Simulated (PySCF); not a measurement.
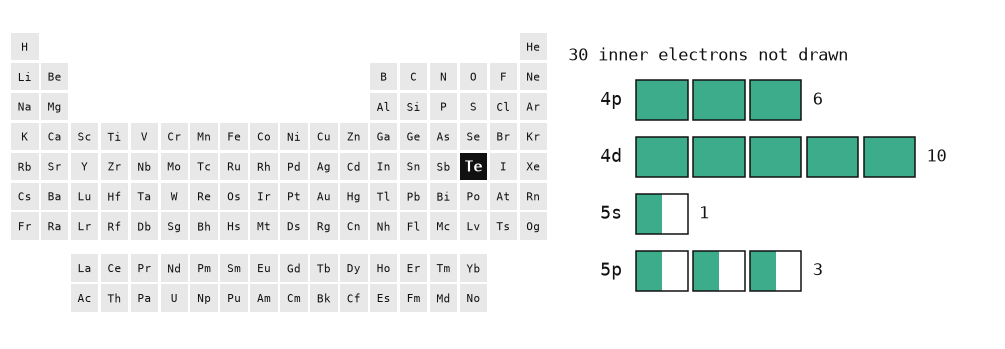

Figure 1. Left, the place of tellurium in the periodic table; right, the outer shells of the nominal configuration: a box for each of the 2l + 1 orbitals, shaded by the share of the shell that is filled, with the electron count at the right.

## Run report: Te²⁺, atomic calculation

- system: Te²⁺, configuration 1s2 2s2 2p6 3s2 3p6 3d10 4s2 4p6 4d10 5s1 5p3, multiplicity 5.
- method: unrestricted M06, aug-cc-pwCVDZ-PP with ECP28, scalar-relativistic core potential (PySCF)

## Input
```python
from pyscf import gto, scf, dft, mp, cc
mol = gto.M(atom="Te 0 0 0", charge=2, spin=4, symmetry="D2h",
            basis="aug-cc-pwCVDZ-PP",
            ecp="aug-cc-pwCVDZ-PP")
mf = dft.UKS(mol, xc="M06")
mf.irrep_nelec = {'Ag': (4, 3), 'B1g': (1, 1), 'B2g': (1, 1), 'B3g': (1, 1), 'B1u': (2, 1), 'B2u': (2, 1), 'B3u': (2, 1)}
mf.kernel()
```

The script is an equivalent of what the driver set up; the driver started from orbitals of its own, so the log can be shorter than this script's would be, and it computed the properties (radii, ⟨L²⟩, response) afterwards. It held the occupations shell by shell, which the script's counts by irreducible representation don't always enforce.

## Output (extracts)
```
damping factor = 0
level_shift factor = 0
DIIS = <class 'pyscf.scf.diis.CDIIS'>
diis_start_cycle = 1
diis_space = 10
diis_damp = 0
SCF conv_tol = 1e-09
SCF conv_tol_grad = None
number electrons alpha = 13  beta = 9
XC functionals = M06
    Y. Zhao and D. G. Truhlar.,  Theor. Chem. Acc. 120, 215 (2008)
    Y. Zhao and D. G. Truhlar.,  Theor. Chem. Acc. 120, 215 (2008)
cycle= 1 E= -266.723983214963  delta_E= -0.00273  |g|= 0.0201  |ddm|= 0.364
cycle= 2 E= -266.724039819851  delta_E= -5.66e-05  |g|= 0.0114  |ddm|= 0.0444
cycle= 3 E= -266.724053954201  delta_E= -1.41e-05  |g|= 0.0032  |ddm|= 0.017
cycle= 4 E= -266.724056853831  delta_E= -2.9e-06  |g|= 0.00177  |ddm|= 0.00253
cycle= 5 E= -266.724056643771  delta_E= 2.1e-07  |g|= 0.00137  |ddm|= 0.00267
cycle= 6 E= -266.724057434963  delta_E= -7.91e-07  |g|= 0.00213  |ddm|= 0.000969
cycle= 7 E= -266.724057641879  delta_E= -2.07e-07  |g|= 0.00301  |ddm|= 0.000157
cycle= 8 E= -266.724057198247  delta_E= 4.44e-07  |g|= 0.00146  |ddm|= 0.000435
cycle= 9 E= -266.724056978159  delta_E= 2.2e-07  |g|= 0.00129  |ddm|= 0.000366
cycle= 10 E= -266.724057403202  delta_E= -4.25e-07  |g|= 0.00202  |ddm|= 0.000601
[... 40 cycles left out ...]
SCF not converged.
SCF energy = -266.724057089353 after 50 cycles  <S^2> = 6.0009094  2S+1 = 5.0003638

damping factor = 0
level_shift factor = 0.3
DIIS = <class 'pyscf.scf.diis.CDIIS'>
diis_start_cycle = 1
diis_space = 10
diis_damp = 0
SCF conv_tol = 1e-09
SCF conv_tol_grad = None
number electrons alpha = 13  beta = 9
XC functionals = M06
    Y. Zhao and D. G. Truhlar.,  Theor. Chem. Acc. 120, 215 (2008)
    Y. Zhao and D. G. Truhlar.,  Theor. Chem. Acc. 120, 215 (2008)
[... 42 cycles left out ...]
cycle= 43 E= -266.724058355043  delta_E= -4.4e-07  |g|= 0.00491  |ddm|= 0.000176
cycle= 44 E= -266.724057382529  delta_E= 9.73e-07  |g|= 0.00298  |ddm|= 0.00073
cycle= 45 E= -266.724057652255  delta_E= -2.7e-07  |g|= 0.00407  |ddm|= 0.000204
cycle= 46 E= -266.724058598167  delta_E= -9.46e-07  |g|= 0.00327  |ddm|= 0.00031
cycle= 47 E= -266.724058690673  delta_E= -9.25e-08  |g|= 0.000217  |ddm|= 9.42e-05
cycle= 48 E= -266.724058626765  delta_E= 6.39e-08  |g|= 0.00275  |ddm|= 8.75e-05
cycle= 49 E= -266.724057075549  delta_E= 1.55e-06  |g|= 0.00201  |ddm|= 0.000679
cycle= 50 E= -266.724057004564  delta_E= 7.1e-08  |g|= 0.00187  |ddm|= 5.64e-05
cycle= 51 E= -266.724056862016  delta_E= 1.43e-07  |g|= 0.00169  |ddm|= 0.00014
cycle= 52 E= -266.724056907611  delta_
```

## What the run reported

| quantity | value |
| --- | --- |
| outcome | not converged |
| total energy (valence electrons, under a core potential) | −266.724057 hartree |
| ⟨S²⟩ | 6.001 |
| SCF iterations | 170 |
| hardware | 1 CPU thread, shared host |
| CPU time | 28 s (integrals apart) |

## Diagnosis

The run did not meet its convergence test in 170 iterations, so its last values are not results. This is not the ground configuration of the species.
